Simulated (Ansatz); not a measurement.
# Si (element-swapped structure): how the settings move a single-point run, part 2 of 2

How sensitive is a single-point run of Si (element-swapped structure) to its settings? A reference run comes first, then three runs with altered input.

Ansatz 0.2.0; reference level DFT PBE, plane waves, PAW, scalar-relativistic, no spin polarisation.

## Step 4: A run with other settings

File input.yaml:

```yaml
crystal:
  lattice:
    - [0.0, 2.710592, 2.710592]
    - [2.710592, 0.0, 2.710592]
    - [2.710592, 2.710592, 0.0]
  atoms:
    - { symbol: Si, position: [0.0, 0.0, 0.0] }
    - { symbol: Si, position: [0.5, 0.0, 0.0] }
    - { symbol: Si, position: [0.0, 0.0, 0.5] }
    - { symbol: Si, position: [0.0, 0.5, 0.0] }
  symmetry: { tolerance: 0.0003 }
kpoints:
  mp_grid: { grid: [6, 6, 6], shift: [0, 0, 0] }
magnetization:
  spin_polarized: false
scf:
  occupations: { method: methfessel_paxton, width: 0.1 }
  convergence: { dr2_threshold: 0.0001 }
  lower_state_search: "off"
hamiltonian:
  pseudopotentials: { kind: paw }
  xc: pbe
basis:
  ecutwfc: 420
output:
  forces: true
  stress: true
  eigenvalues: true
```

Command:

```bash
ansatz run input.yaml --threads 1 --pin off --max-ram 2560MiB --backend cpu --events-out ev --progress --plain --runs-dir out
```

Output:

```text
Warning: scf.convergence.dr2_threshold = 1e-4 eV is looser than this run's default, which is 1e-7 eV or tighter. The error in the forces grows as the threshold's square root, so leave the key out unless less accurate forces are enough
Warning: output.stress: scf.convergence.dr2_threshold = 1e-4 eV is looser than the 4e-10 eV advised for a printed stress (1e-10 eV for each atom of the cell: 4). What an SCF threshold leaves in a stress goes as its square root, and in the free energy as the threshold itself, and one threshold admits the most on a small cell: of the crystals measured, under no hybrid functional and no lock of the moments, on runs that ended without the residual-converged pass, on stresses that held no estimate of that error, the worst erred by over 100 MPa in a component at 1e-7 eV an atom and by under 5 at 1e-10. Set scf.convergence.dr2_threshold to 4e-10 eV or tighter. The threshold is an SCF's pass mark: one that does not reach it within its budget of iterations ends unconverged, or closes short of it on a stop that the run arms, and scf.convergence.dr2_threshold's page says what that costs each kind of run
Warning: RAYON_NUM_THREADS=1 ignored (pool sized by the plan → 1); use --threads N
Engine: ansatz 0.2.0, aarch64-unknown-linux-gnu
Pseudopotentials: kind: paw
Pseudopotential: Si, paw, valence charge 4, recommended cutoff 420 eV (normal), Si.paw.azcp
Functional definition: PBE
  parameter kappa = 0.804
  parameter beta = 0.06672455060314922
  exchange = pbe_x(kappa = kappa, mu = beta*pi^2/3)
  correlation = pbe_c(beta = beta)
Crystal: 4 atoms, lattice volume = 39.831 Å³
Basis set: ecut = 420 eV, 749 PW (Γ), exchange–correlation on 54×54×54 points (8 copies of the dense FFT grid, shifted against one another)
Bands: 12, of which v1, the nominal top of the filled ones, is band 8 counted from 1 (7 counted from 0)
Symmetry: 48 space group operations
Space group: Fd-3m (ITA 227), of the structure as read, at distance tolerance 1.0e-3 Å
k-points: 16 of 216
Non-local potential: Si, projectors of the file, l = 0: 2, l = 1: 2, l = 2: 2
PAW form: soft (Blöchl's): semilocal exchange-correlation on the pseudo side does not see the compensation charge
PAW one-centre angular grid: Si, 110 points (default); XC on 64 Gauss nodes
Initial density: superposition of atomic densities (neutral atoms: chi_scale 0, normalization atom), corrected by the library's trained network
Initial wavefunctions: pseudopotential atomic-orbital guess
Functional: x = pbe(κ = 0.804, μ = 0.2195149727645171), c = pbe(β = 0.06672455060314922)
SCF iter   1: F=—  HF=-2520.907649 eV  |F-HF|=—  |Δ(HF+E_count)|=         —  Δρ=1.35e-2  dr2=1.00e-1  ethr=1.77e-3  ⟨swp⟩=6.5  Hψ=1502  notcnv=0
preconditioner: auto → none  [insulator: Δε(μ)=0.134 eV  Ē_g=10.651 eV  σ=0.100 eV  W_gap=0.77  n_scr=14 (ndim 8)  ℏωp=23.5 eV  f_vac=0.000  D(μ)=1.77/eV (n_scr^D=14)  ε∞_Penn≈5.9]
SCF iter   2: F=—  HF=-2520.884049 eV  |F-HF|=—  |Δ(HF+E_count)|=   2.36e-2  S|Δr|=    0.00e0  Δρ=4.29e-3  dr2=4.16e-3  ethr=6.28e-4  ⟨swp⟩=2.6  Hψ=473  notcnv=0  defer=3
SCF iter   3: F=—  HF=-2520.886348 eV  |F-HF|=—  |Δ(HF+E_count)|=   2.30e-3  S|Δr|=    0.00e0  Δρ=1.78e-3  dr2=6.84e-4  ethr=2.60e-5  ⟨swp⟩=2.4  Hψ=286  notcnv=0  defer=3
SCF iter   4: F=—  HF=-2520.886971 eV  |F-HF|=—  |Δ(HF+E_count)|=   6.23e-4  S|Δr|=    0.00e0  Δρ=8.48e-5  dr2=1.77e-6  ethr=4.28e-6  ⟨swp⟩=2.1  Hψ=287  notcnv=0  defer=3
SCF iter   5: F=-2520.886975 eV  HF=-2520.886975 eV  |F-HF|=1.57e-8  |Δ(HF+E_count)|=   3.75e-6  S|Δr|=    0.00e0  Δρ=8.63e-6  dr2=3.34e-8  ethr=1.10e-8  ⟨swp⟩=6.2  Hψ=1034  notcnv=0
SCF 1 converged in 5 iterations: F = -2520.886975 eV  dr2 = 3.34e-8
SCF converged after 5 iterations
Stability not checked: this state was not tested for a lower state beside it, because cold or Methfessel-Paxton smearing, or corrected tetrahedra, fill the levels in a way that the test cannot read (fill_not_monotonic; see scf.lower_state_search)
Free energy (F): -2520.886975 eV
Harris-Foulkes:  -2520.886975 eV  (|F-HF|=1.57e-8)
Internal energy: -2520.886651 eV  (E = F + TS)
E sigma→0 (E₀):  -2520.886894 eV
Entropy (-TS):   -0.000324 eV (-0.081 meV/atom)
Fermi energy:    15.051083 eV
--- Per-component energies (eV) ---
  E_band       = 123.923767
  E_kinetic    = 239.597049
  E_local      = -89.155299  (includes V_loc(G=0)·N_el)
  E_nonlocal   = 137.113503
  E_hartree    = 38.075048
  E_xc         = -251.071188
  E_vxc        = -225.507442  (∫ρ·V_xc dr)
  E_paw        = -2057.203527  (= ΣΔE_a)
  E_vpaw       = -14.276084  (= ΣTr[D̂ρ^β])
  E_aug_tail   = 0.000031  (compensation charges beyond the density's cutoff)
  E_ewald      = -538.242268
  E_smearing   = -0.000324  (= −TS)
  E_closure    = -0.000000  (closes the sum)
  Σ components = -2520.886975   (vs F -2520.886975, Δ=0.00e0)
--- Forces (eV/Å), atoms counted from 1 ---
  atom   1  Si    -0.00000000    -0.00000000    -0.00000000
  atom   2  Si    -0.00000000    -0.00000000     0.00000000
  atom   3  Si    -0.00000000    -0.00000000     0.00000000
  atom   4  Si    -0.00000000    -0.00000000    -0.00000000
  max |Σ_I F_I| component: 7.56e-31 eV/Å
--- Stress (GPa, compression-positive) ---
      260.152939      -0.000000       0.000000
       -0.000000     260.152939      -0.000000
       -0.000000      -0.000000     260.152939
  P = ⅓ Tr σ = 260.1529 GPa (2601.529 kbar)
--- Band table (eV; the first three rows and the last of 16) ---
  k-point 0: bands = ["-3.5526", "4.7001", "10.1735", "10.1735", "10.1735", "12.1895", "12.1895", "12.1895", "13.0919", "15.2741", "15.2741", "18.0180"]
  k-point 1: bands = ["-3.2146", "4.1013", "8.1405", "9.8361", "9.8361", "12.2974", "12.2974", "13.2025", "14.8730", "14.8730", "15.3825", "17.6073"]
  k-point 2: bands = ["-2.2895", "2.4692", "6.6797", "9.5245", "9.5245", "11.4373", "11.4373", "14.3482", "16.1850", "16.3346", "16.3346", "20.4415"]
  k-point 15: bands = ["0.2109", "0.2109", "5.6794", "5.6794", "9.9577", "9.9577", "14.3083", "14.3083", "18.9431", "18.9431", "20.4143", "20.4143"]
```

It took 0.79 s on 1 thread of Arm Neoverse V1, shared host; peak memory 0.26 GiB.

## Step 5: A look at that input

The program finished normally, with warnings (force scf threshold loose, stress scf threshold loose). Its log warns: «scf.convergence.dr2_threshold = 1e-4 eV is looser than this run's default, which is 1e-7 eV or tighter. The error in the forces grows as the threshold's square root ...»

The threshold asked is loose, but the program put off the close and ended at dr2 = 3.3e-8, so little accuracy was lost here.

To undo it: delete scf.convergence.dr2_threshold (the default then holds).

Changing the smearing, convergence setting and search for lower states moves the energy by +0.6 meV/atom (σ→0 values). Cost: 5 SCF cycles against 6.

## Step 6: Changed: eigensolver.kind davidson, ecutwfc 450 eV, accuracy medium

File input.yaml:

```yaml
crystal:
  lattice:
    - [0.0, 2.710592, 2.710592]
    - [2.710592, 0.0, 2.710592]
    - [2.710592, 2.710592, 0.0]
  atoms:
    - { symbol: Si, position: [0.0, 0.0, 0.0] }
    - { symbol: Si, position: [0.5, 0.0, 0.0] }
    - { symbol: Si, position: [0.0, 0.0, 0.5] }
    - { symbol: Si, position: [0.0, 0.5, 0.0] }
  symmetry: { tolerance: 0.0003 }
kpoints:
  mp_grid: { grid: [6, 6, 6], shift: [0, 0, 0] }
magnetization:
  spin_polarized: false
scf:
  occupations: { method: fermi_dirac }
  eigensolver: { kind: davidson }
hamiltonian:
  pseudopotentials: { kind: paw }
  xc: pbe
basis:
  ecutwfc: "450 eV"
output:
  forces: true
  stress: true
  eigenvalues: true
  write_density: true
  write_potential: true
  elf: true
  volumetric_format: npy
accuracy: medium
```

Command:

```bash
ansatz run input.yaml --threads 1 --pin off --max-ram 2560MiB --backend cpu --events-out ev --progress --plain --runs-dir out
```

Output:

```text
Warning: RAYON_NUM_THREADS=1 ignored (pool sized by the plan → 1); use --threads N
[... 8 set-up lines as earlier in the session ...]
Crystal: 4 atoms, lattice volume = 39.831 Å³
Basis set: ecut = 450 eV, 869 PW (Γ), exchange–correlation on 54×54×54 points (8 copies of the dense FFT grid, shifted against one another)
Bands: 12, of which v1, the nominal top of the filled ones, is band 8 counted from 1 (7 counted from 0)
[... 2 set-up lines as earlier in the session ...]
k-points: 16 of 216
[... 6 set-up lines as earlier in the session ...]
SCF iter   1: F=—  HF=-2520.930173 eV  |F-HF|=—  |Δ(HF+E_count)|=         —  Δρ=1.31e-2  dr2=9.44e-2  ethr=1.77e-3  ⟨swp⟩=8.9  Hψ=1147  notcnv=0
preconditioner: auto → Kerker (q_TF=auto, 2.344 Å⁻¹)  [metal: Δε(μ)=0.129 eV  Ē_g=10.645 eV  σ=0.100 eV  W_gap=0.29  n_scr=14 (ndim 8)  ℏωp=23.5 eV  f_vac=0.000  D(μ)=1.18/eV (n_scr^D=8)]
SCF iter   2: F=—  HF=-2520.913701 eV  |F-HF|=—  |Δ(HF+E_count)|=   1.65e-2  Δρ=7.87e-3  dr2=3.63e-2  ethr=5.90e-4  ⟨swp⟩=2.1  Hψ=352  notcnv=0  defer=1
iter 3 solved again at ethr=5.43e-6 eV; its pass at ethr=2.27e-4 eV (dr2=8.69e-4 eV) is discarded
SCF iter   3: F=—  HF=-2520.909380 eV  |F-HF|=—  |Δ(HF+E_count)|=   4.32e-3  Δρ=1.66e-3  dr2=8.85e-4  ethr=5.43e-6  ⟨swp⟩=3.1  Hψ=884  notcnv=0
SCF iter   4: F=—  HF=-2520.909695 eV  |F-HF|=—  |Δ(HF+E_count)|=   3.15e-4  Δρ=4.85e-4  dr2=1.44e-4  ethr=5.43e-6  ⟨swp⟩=3.0  Hψ=375  notcnv=0
SCF iter   5: F=—  HF=-2520.909676 eV  |F-HF|=—  |Δ(HF+E_count)|=   1.96e-5  Δρ=1.61e-4  dr2=1.12e-5  ethr=9.01e-7  ⟨swp⟩=2.9  Hψ=356  notcnv=0
SCF iter   6: F=—  HF=-2520.909656 eV  |F-HF|=—  |Δ(HF+E_count)|=   1.97e-5  Δρ=4.87e-5  dr2=1.04e-6  ethr=7.00e-8  ⟨swp⟩=4.1  Hψ=499  notcnv=0
SCF iter   7: F=-2520.909656 eV  HF=-2520.909656 eV  |F-HF|=3.46e-8  |Δ(HF+E_count)|=   3.10e-7  Δρ=1.17e-5  dr2=5.79e-8  ethr=6.50e-9  ⟨swp⟩=2.9  Hψ=358  notcnv=0
SCF 1 converged in 7 iterations: F = -2520.909656 eV  dr2 = 5.79e-8
  Residual-converged pass: ⟨swp⟩=8.1  Hψ=1058  notcnv=0  max |occ|·‖R‖ = 9.9e-9 eV (tolerance 1.0e-8 eV)  dr2=4.76e-8  dr2_onsite=8.20e-10  max |Δocc| = 2.8e-8
SCF converged after 7 iterations
Free energy (F): -2520.909656 eV
Harris-Foulkes:  -2520.909656 eV  (|F-HF|=3.46e-8)
Internal energy: -2520.870476 eV  (E = F + TS)
E sigma→0 (E₀):  -2520.890066 eV
Entropy (-TS):   -0.039180 eV (-9.795 meV/atom)
Fermi energy:    15.087187 eV
--- Per-component energies (eV) ---
  E_band       = 123.974121
  E_kinetic    = 239.662237
  E_local      = -89.213479  (includes V_loc(G=0)·N_el)
  E_nonlocal   = 137.093189
  E_hartree    = 38.115222
  E_xc         = -251.066182
  E_vxc        = -225.504072  (∫ρ·V_xc dr)
  E_paw        = -2057.219218  (= ΣΔE_a)
  E_vpaw       = -14.292172  (= ΣTr[D̂ρ^β])
  E_aug_tail   = 0.000022  (compensation charges beyond the density's cutoff)
  E_ewald      = -538.242268
  E_smearing   = -0.039180  (= −TS)
  E_closure    = 0.000000  (closes the sum)
  Σ components = -2520.909656   (vs F -2520.909656, Δ=0.00e0)
--- Forces (eV/Å), atoms counted from 1 ---
  atom   1  Si     0.00000000    -0.00000000    -0.00000000
  atom   2  Si     0.00000000    -0.00000000     0.00000000
  atom   3  Si     0.00000000    -0.00000000     0.00000000
  atom   4  Si     0.00000000    -0.00000000    -0.00000000
  max |Σ_I F_I| component: 2.60e-30 eV/Å
--- Stress (GPa, compression-positive) ---
      260.161267       0.000000       0.000000
       -0.000000     260.161267       0.000000
        0.000000       0.000000     260.161267
  P = ⅓ Tr σ = 260.1613 GPa (2601.613 kbar)
--- Band table (eV; the first three rows and the last of 16) ---
  k-point 0: bands = ["-3.5498", "4.7054", "10.1748", "10.1748", "10.1748", "12.1917", "12.1917", "12.1917", "13.0940", "15.2747", "15.2747", "18.0181"]
  k-point 1: bands = ["-3.2117", "4.1062", "8.1421", "9.8375", "9.8375", "12.2994", "12.2994", "13.2049", "14.8735", "14.8735", "15.3848", "17.6074"]
  k-point 2: bands = ["-2.2864", "2.4730", "6.6819", "9.5261", "9.5261", "11.4386", "11.4386", "14.3503", "16.1862", "16.3356", "16.3356", "20.4432"]
  k-point 15: bands = ["0.2146", "0.2146", "5.6802", "5.6802", "9.9594", "9.9594", "14.3100", "14.3100", "18.9443", "18.9443", "20.4165", "20.4165"]
```

It took 1.1 s on 1 thread of Arm Neoverse V1, shared host; peak memory 0.26 GiB.

Changing the solver, cutoff and accuracy level hardly moves the energy: -0.2 meV/atom.

## Step 7: Side by side

What follows sums up all 2 parts.

| run | ending | energy change | pressure (GPa) | gap (eV) | force (eV/Å) | cycles | time |
| --- | --- | --- | --- | --- | --- | --- | --- |
| reference | converged | 0 | 260.2 | 0.00 | 0.00 | 6 | 0.79 s |
| 1: n_extra_bands 4, ecutrho_ratio 6 | converged | 0.0 meV/atom | 260.2 | 0.00 | 0.00 | 6 | 1.1 s |
| 2: occupations.method methfessel_paxton, occupations.width 0.1, dr2_threshold 0.0001, lower_state_search off | converged | +0.6 meV/atom (σ→0) | 260.2 | 0.00 | 0.00 | 5 | 0.79 s |
| 3: eigensolver.kind davidson, ecutwfc 450 eV, accuracy medium | converged | -0.2 meV/atom | 260.2 | 0.00 | 0.00 | 7 | 1.1 s |

Times don't compare one to one where runs were asked for different outputs or read a saved state (see the inputs); cycles may leave out searches for a lower state.

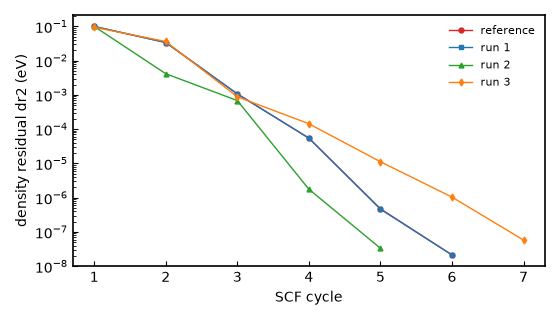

Residual by cycle in the longest SCF loop of each run; runs are numbered as in the table.

What this shows: The structure is not at rest: the sound run finds 260 GPa, so these are no properties of the relaxed crystal. 

Caveats on the reference run: its mesh is coarse for a cell with so small a gap or none; the structure is made up and not relaxed.
